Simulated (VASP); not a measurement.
Band structure of Tm (relaxed from the bcc structure, space group Im-3m). Computed with PBEsol GGA, VASP's PBE PAW potentials (set 64) (plane waves; VASP).

The 4f electrons are frozen in the core of the lanthanide potential, so 4f levels, which can set the real gap, and their magnetism are missing.

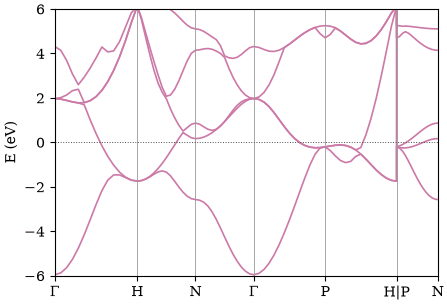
*Bands along high-symmetry lines, zero at the valence-band maximum or, without a gap, the Fermi level*

Problem. Read the plot: is there a gap, and where are the band edges?

Solution. It has no gap at this level: it comes out as a metal or semimetal. (Edges off the drawn lines would not show.)

The structure was generated: Tm was put into the bcc type (Im-3m), which need not be its known phase. It was relaxed first.
